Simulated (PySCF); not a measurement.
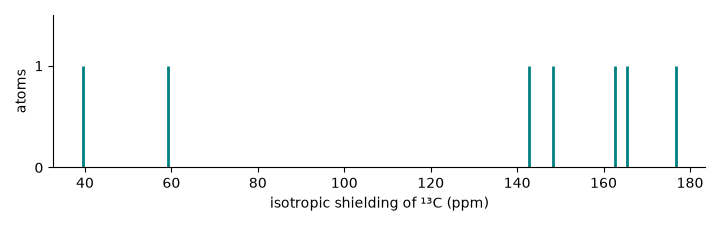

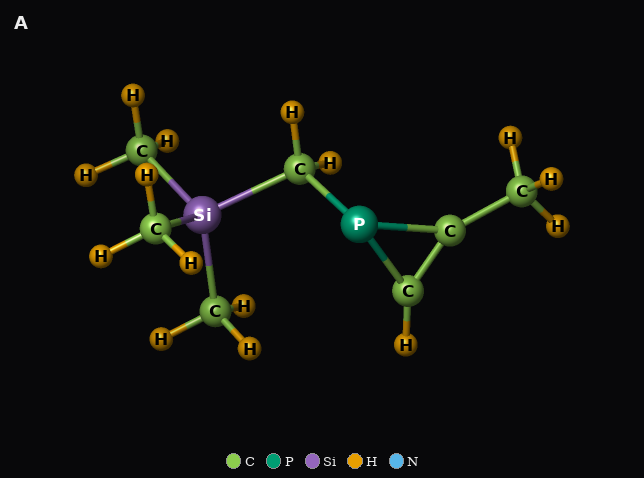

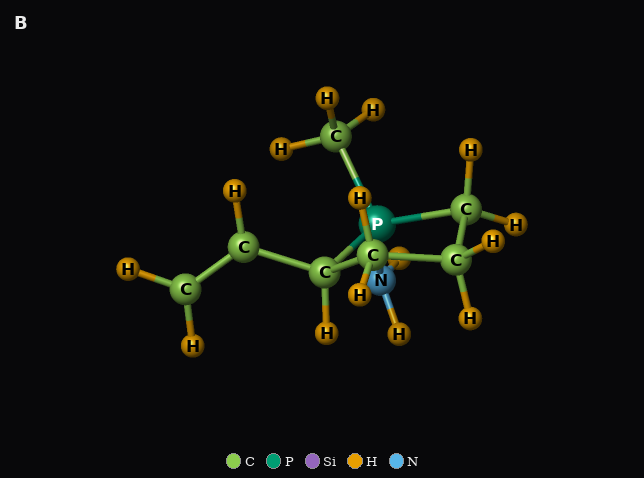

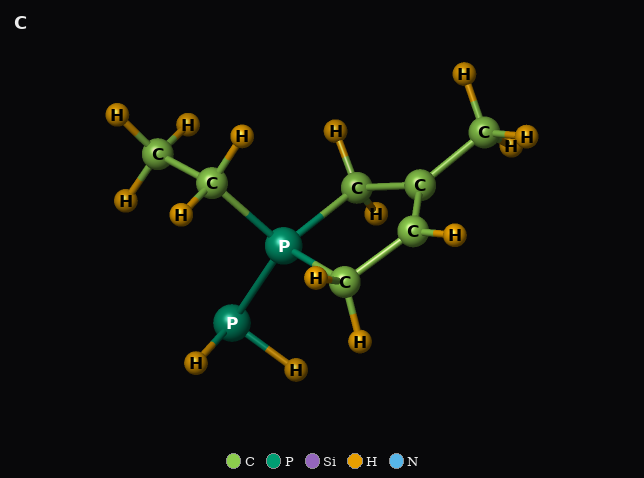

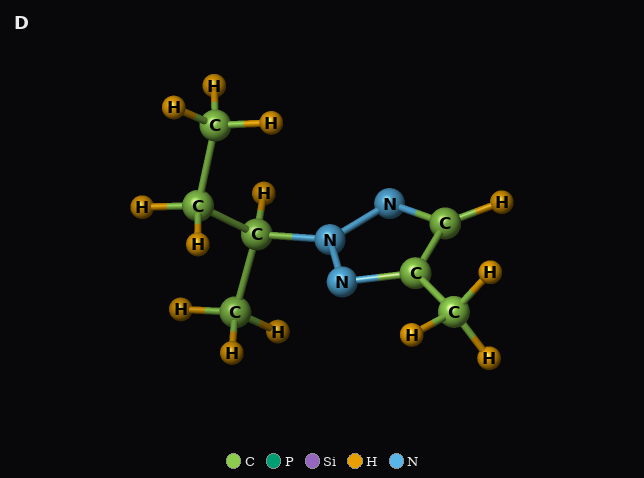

The sticks are computed shieldings of one of the molecules, for one fixed geometry (GFN2-xTB) without averaging over rotations. Low shielding means a high chemical shift. Method: GIAO PBE0/pcSseg-1 NMR shielding, non-relativistic, gas phase (PySCF 2.14.0).

> Which molecule gives this pattern?

C, `CC[P@+]1(P)CC=C(C)C1`. Its 7 C atoms give lines at 39.5, 59.3, 142.7, 148.4, 162.6, 165.5, 176.7 ppm.

The geometry is semi-empirical. Around P, Si such bond lengths and angles can be off by a tenth of an ångström or more and by several degrees, and values that hang on the shape move with them.
